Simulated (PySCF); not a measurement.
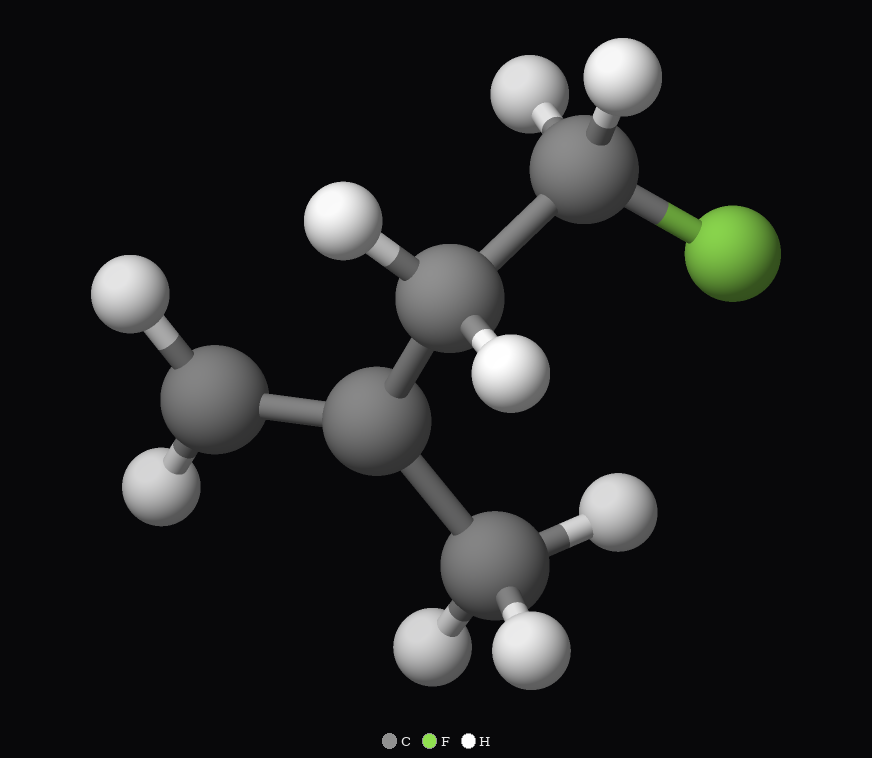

Rendered structure (ball-and-stick style). Every bond is drawn as one stick, whatever its order.

The geometry was computed by an optimisation with PBE0-D3(BJ)/def2-SVP. No frequency run is at hand to confirm it as a minimum.

> Give the formula.

C₅H₉F, 15 atoms: 5 carbon, 9 hydrogen and 1 fluorine.

> What is its SMILES?

C=C(C)CCF

> How many bonds of each kind are drawn?

9 C–H, 4 C–C, 1 C–F.

> Describe its rings.

It has no ring.

> Give the symmetry (Schoenflies symbol).

C1.

More results for the same structure follow; atom numbers are the same in all pictures, views and colours differ.

## Shape

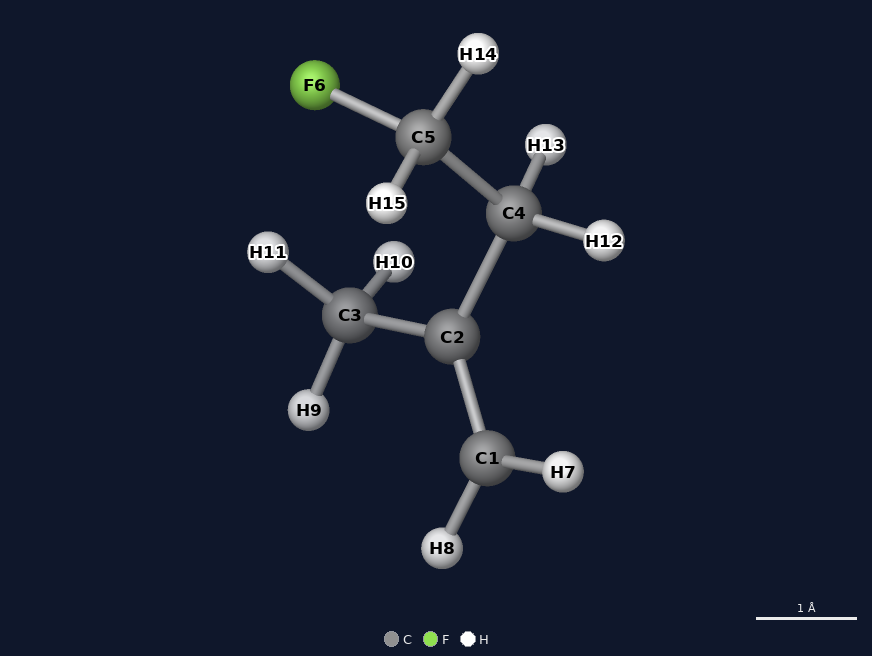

No frequency run is at hand to confirm it as a minimum.

> How are the neighbours of atom 4 arranged?

C4 has 4 neighbours (C2 at 1.51, C5 at 1.52, H12 at 1.10, H13 at 1.10 Å); the arrangement is tetrahedral.

> How are the neighbours of atom 1 arranged?

C1 has 3 neighbours (C2 at 1.34, H7 at 1.09, H8 at 1.09 Å); the arrangement is trigonal planar.

> How are the neighbours of atom 2 arranged?

C2 has 3 neighbours (C1 at 1.34, C3 at 1.50, C4 at 1.51 Å); the arrangement is trigonal planar.

> How are the neighbours of atom 3 arranged?

C3 has 4 neighbours (C2 at 1.50, H9 at 1.10, H10 at 1.10, H11 at 1.10 Å); the arrangement is tetrahedral.

> What is the dihedral angle C3–C2–C4–C5?

74° in size, that is gauche.

## NMR shielding

The questions are on isotropic NMR shieldings of the C atoms. No frequency run is at hand to confirm it as a minimum. Method: GIAO PBE0/pcSseg-1 NMR shielding, non-relativistic, IEF-PCM dimethylsulfoxide (PySCF 2.14.0).

> Which C atom is the most shielded (lowest chemical shift)?

C3 (157.9 ppm).

> Which C atom is the least shielded (highest chemical shift)?

C2 (26.0 ppm).

> How wide is the range of C shifts?

131.9 ppm.

List the isotropic NMR shieldings of the C atoms.

```json
{"atom": "C1", "σ (ppm)": "66.1"}
{"atom": "C2", "σ (ppm)": "26.0"}
{"atom": "C3", "σ (ppm)": "157.9"}
{"atom": "C4", "σ (ppm)": "142.2"}
{"atom": "C5", "σ (ppm)": "95.3"}
```

## Levels of theory compared

No frequency run is at hand to confirm it as a minimum. Program: PySCF 2.14.0.

Compare HOMO–LUMO gap (eV), HOMO energy (eV) at these levels: BHandHLYP/aug-pcX-1 (pcseg-1 on H); CAM-B3LYP/def2-SVPD; CAM-B3LYP/def2-SVPD in chloroform (IEF-PCM); CAM-B3LYP/def2-SVPD in dimethylsulfoxide (IEF-PCM); PBE0/pcSseg-1 in chloroform (IEF-PCM); PBE0/pcSseg-1 in dimethylsulfoxide (IEF-PCM).

| level | HOMO–LUMO gap (eV) | HOMO energy (eV) |
| --- | --- | --- |
| BHandHLYP/aug-pcX-1 (pcseg-1 on H) | 8.75 | −8.16 |
| CAM-B3LYP/def2-SVPD | 9.64 | −8.52 |
| CAM-B3LYP/def2-SVPD in chloroform (IEF-PCM) | 9.71 | −8.46 |
| CAM-B3LYP/def2-SVPD in dimethylsulfoxide (IEF-PCM) | 9.73 | −8.45 |
| PBE0/pcSseg-1 in chloroform (IEF-PCM) | 7.50 | −7.12 |
| PBE0/pcSseg-1 in dimethylsulfoxide (IEF-PCM) | 7.51 | −7.13 |

## Charges

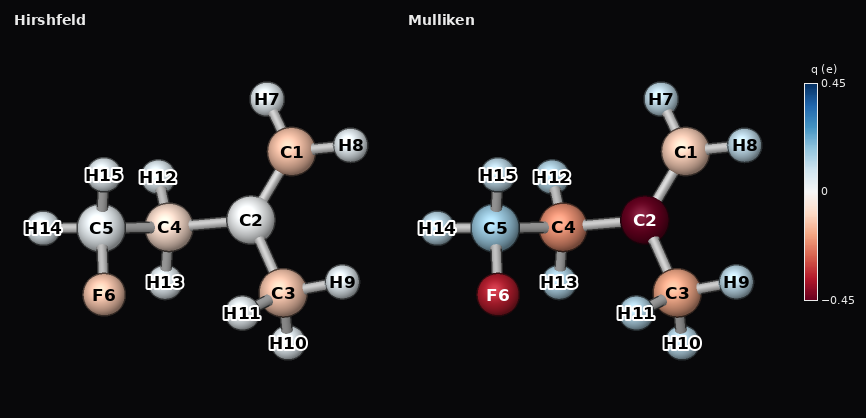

Atomic charges of one calculation by 2 schemes, on one colour scale. No frequency run is at hand to confirm it as a minimum. Computed with PBE0/pcSseg-1 in chloroform (IEF-PCM) (PySCF 2.14.0).

> Which scheme gives the most polar picture (largest mean size of the charges)?

The Mulliken charges are the largest in size here.

> On which atom do the schemes disagree most?

On C2 (from −0.45 to 0.01 e).

List the charges (e), one line for each set of equivalent atoms.

| atom | Hirshfeld | Mulliken |
| --- | --- | --- |
| C1 | −0.13 | −0.11 |
| C2 | 0.01 | −0.45 |
| C3 | −0.12 | −0.17 |
| C4 | −0.07 | −0.21 |
| C5 | 0.03 | 0.17 |
| F6 | −0.12 | −0.35 |
| H7 | 0.04 | 0.11 |
| H8 | 0.04 | 0.11 |
| H9 | 0.04 | 0.12 |
| H10 | 0.05 | 0.13 |
| H11 | 0.03 | 0.14 |
| H12 | 0.05 | 0.13 |
| H13 | 0.05 | 0.14 |
| H14 | 0.05 | 0.12 |
| H15 | 0.04 | 0.11 |

## Polarisability

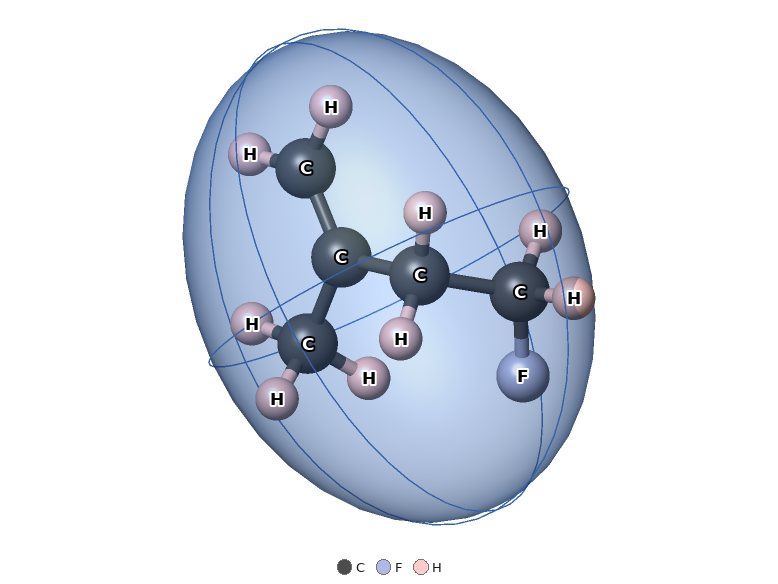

The ellipsoid shows the static dipole polarisability: its half-axes are proportional to the principal values. No frequency run is at hand to confirm it as a minimum. Computed with CAM-B3LYP/def2-SVPD in dimethylsulfoxide (IEF-PCM) (PySCF 2.14.0).

> How large and how anisotropic is the polarisability?

Principal values 72.0, 82.4, 102.1 bohr³; mean 85.5 bohr³ (12.67 Å³); anisotropy 26.5 bohr³, so the longest axis is 1.42 times the shortest.

Mulliken values depend strongly on the basis set and can even reverse the polarity of a bond.
